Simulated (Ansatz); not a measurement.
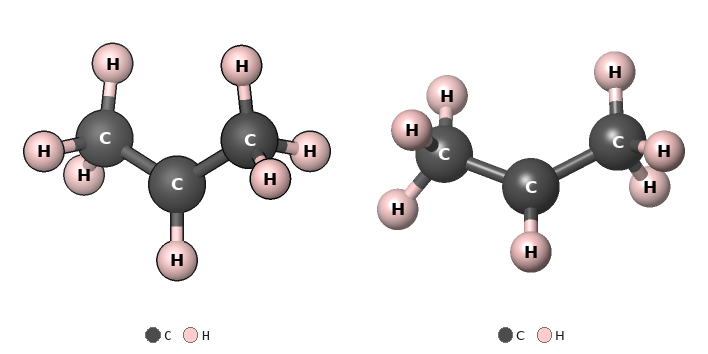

The same structure drawn twice, from different directions.

The species has charge +1 and is a spin singlet.

Question: What is the molecular formula?

Answer: C3H7(+), 10 atoms: 3 carbon and 7 hydrogen.

Question: What is the point group of this geometry?

Answer: C2.

Question: Describe its rings.

Answer: It has no ring.

Question: What is its SMILES?

Answer: C[CH+]C

Question: Count the bonded pairs by element.

Answer: 7 C–H, 2 C–C.

The parts below concern this one geometry. Atoms keep their numbers from picture to picture. Computed geometry: PBE0-D4/def2-TZVP optimisation.

### Shape

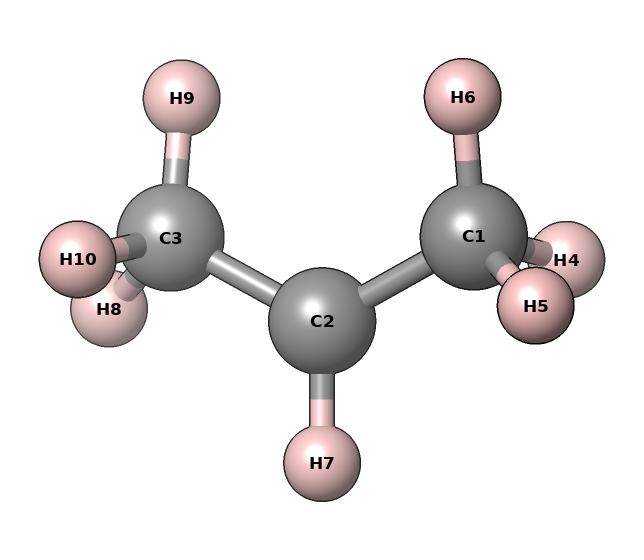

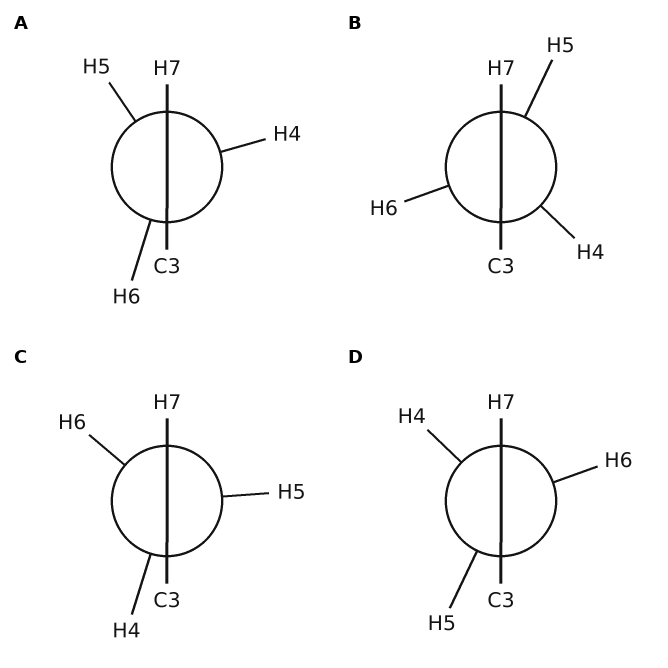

Depth is shown by fading: the farther an atom, the more it takes the colour of the background. Bonds that would overlap in a projection are set slightly apart.

Question: Which Newman projection shows the view along C2–C1, with C2 in front?

Answer: A. The torsion angle C3–C2–C1–H4 is −106°, anticlinal.

### Vibrations

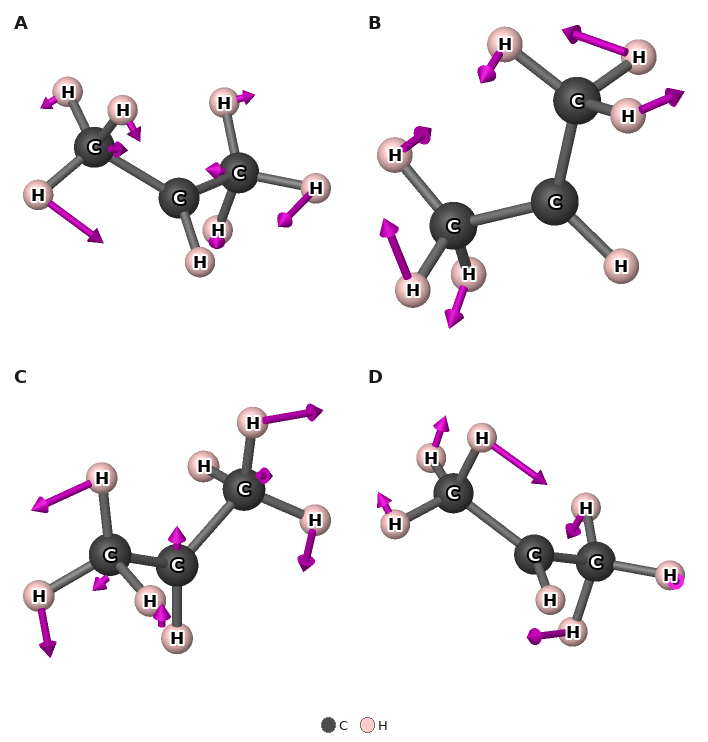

4 normal modes of one molecule or complex, as arrows. Harmonic vibrations computed with RKS PBE0-D4/def2-TZVP (Ansatz 0.2.0) at a stationary point of the same level.

Question: Match the panels to the wavenumbers 176 cm⁻¹, 421 cm⁻¹, 605 cm⁻¹, 929 cm⁻¹.

Answer: A: 929 cm⁻¹
B: 176 cm⁻¹, a torsion or out-of-plane motion in which bond lengths and bond angles hardly change
C: 421 cm⁻¹
D: 605 cm⁻¹, C–C–H bending

### Charges

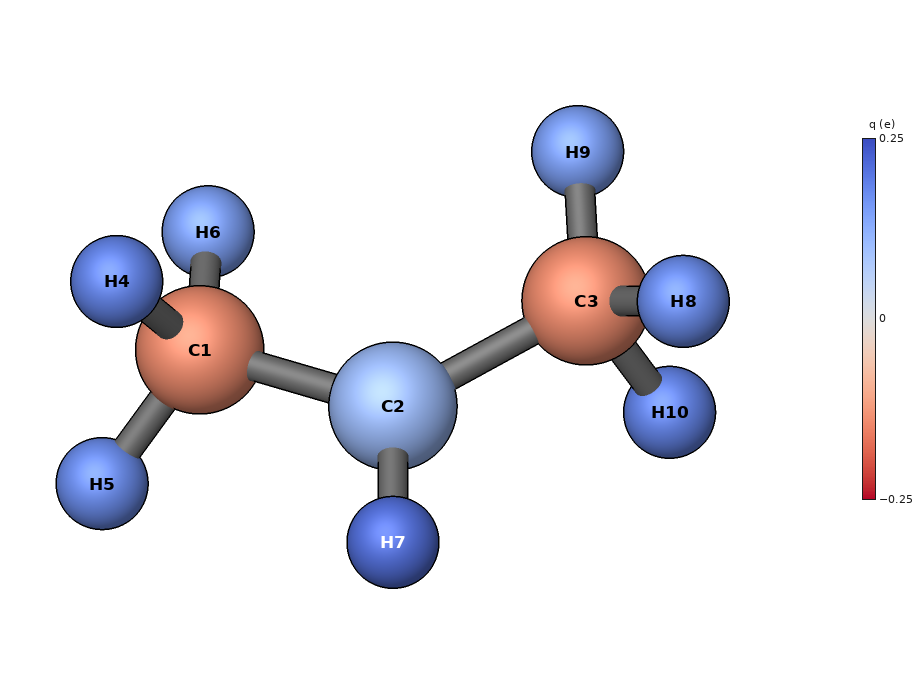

Atoms are coloured by their Mulliken charges. Properties computed with RKS PBE-D4/def2-TZVPP (Ansatz 0.2.0).

Question: Which atom carries the highest charge (most positive or least negative)?

Answer: H7 (0.20 e).

Question: And the lowest?

Answer: C1, C3 (−0.14 e).

List the Mulliken charges.

```tsv
atom	value (e)
C1	−0.14
C2	0.10
C3	−0.14
H4	0.18
H5	0.17
H6	0.14
H7	0.20
H8	0.17
H9	0.14
H10	0.18
```

### Electronic properties

Level of theory: RKS ωB97M-V/def2-TZVPP (Ansatz 0.2.0).

Predict the main results.

- HOMO energy (Kohn–Sham orbital): −19.08 eV
- LUMO energy (Kohn–Sham orbital): −6.89 eV
- HOMO–LUMO gap: 12.19 eV

Mulliken values depend strongly on the basis set and can even reverse the polarity of a bond.
